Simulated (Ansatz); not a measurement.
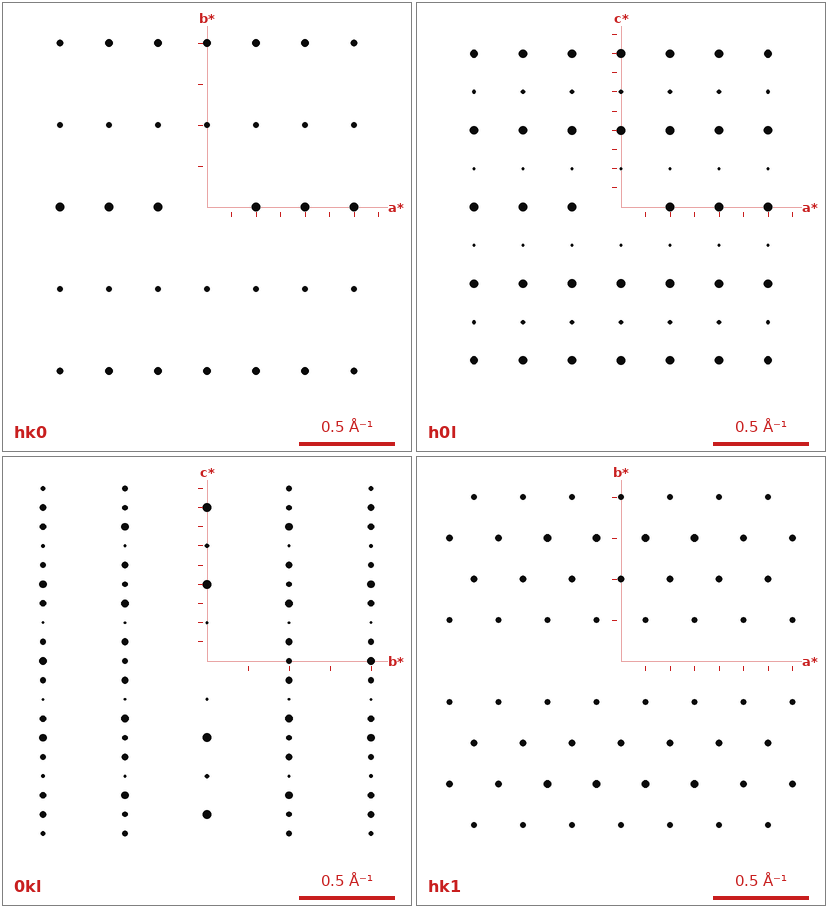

Four undistorted layers of reciprocal space, calculated for a single crystal (neutrons, kinematic |F|², B = 0.5 Å²). Tick marks count the reciprocal lattice steps of the conventional cell along each axis.

> What cell do the layers give?

a* = 0.129, b* = 0.216, c* = 0.101 Å⁻¹; the cell is orthorhombic with a = 7.74 Å, b = 4.63 Å, c = 9.89 Å.

> List the systematic absences.

Reflections are present only under these conditions. hkl: h + k = 2n; hk0: h = 2n, k = 2n; h0l: h = 2n, l = 2n; 0kl: k = 2n; h00: h = 2n; 0k0: k = 2n; 00l: l = 2n. The lattice is C-centred (C).

> Which space groups fit?

The intensities have Laue symmetry mmm (the hk0 layer shows 2mm, hk1 shows 2mm). With these conditions the candidates are C2ce (No. 41), Cmce (No. 64) (symbols for these axes; some are non-standard settings). Diffraction geometry alone does not choose among them; the structure has Cmce. The compound is I. Structure: the input geometry of an electronic-structure calculation (not necessarily at equilibrium).
